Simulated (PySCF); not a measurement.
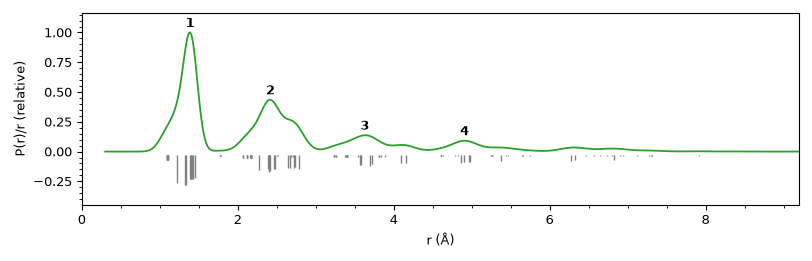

Simulated gas electron diffraction: radial distribution curve of C8H7N. Each pair of atoms contributes with weight ZᵢZⱼ/r (bars below the curve); damping constant 0.002 Å²; vibrational amplitudes assumed, not computed: 0.05 Å for bonds, 0.078 Å for bonds to H, 0.06 + 0.015 r up to 0.15 Å for other pairs. The geometry is the end point of an optimisation (PySCF, PBE0-D3(BJ)/def2-SVP geometry optimisation, gas phase); it may be a saddle point or a higher isomer. SMILES: CC#Cc1cccnc1.

Question: Assign the numbered peaks of the radial distribution curve (– bonded, ··· not bonded).

Answer: Peak 1, 1.39 Å: C–C 1.21–1.45 Å (×7), N–C 1.32–1.33 Å (×2), not resolved; in its flanks C–H 1.09–1.10 Å
Peak 2, 2.42 Å: C···H 2.16–2.69 Å (×7), C···C 2.28–2.67 Å (×8), N···C 2.40–2.41 Å (×2), not resolved; in its flanks C···C 2.72–2.74 Å, N···C 2.79 Å
Peak 3, 3.63 Å: C···H 3.39–3.83 Å (×10), C···C 3.57–3.73 Å (×3), N···C 3.70 Å, not resolved; in its flanks C···H 3.23–3.26 Å
Peak 4, 4.91 Å: C···H 4.61–5.26 Å (×8), N···C 4.86 Å, C···C 4.90–4.98 Å (×3), not resolved; in its flanks C···H 5.26–5.75 Å, C···C 5.38 Å
